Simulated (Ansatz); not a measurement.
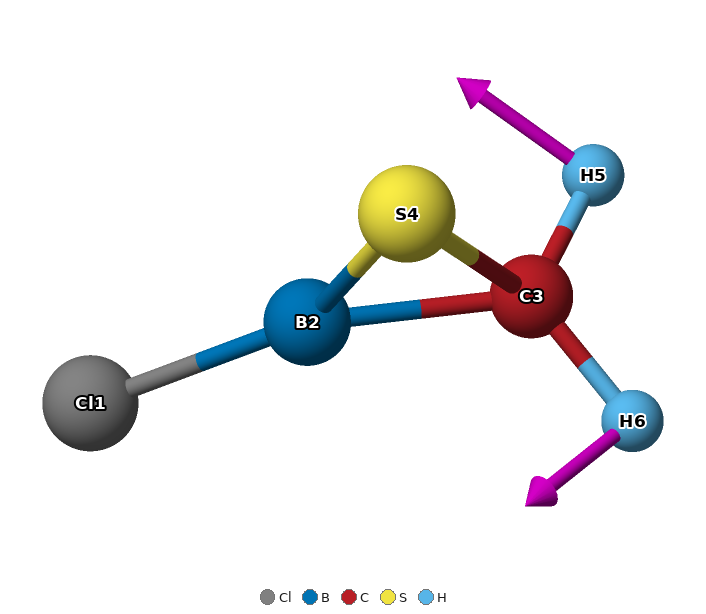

The arrows show one normal mode. Harmonic vibrations computed with RKS PBE0-D4/def2-TZVP (Ansatz 0.2.0) at a stationary point of the same level.

> At what wavenumber does it lie?

1449 cm⁻¹; it is mode 10 of 12 counted from the lowest.
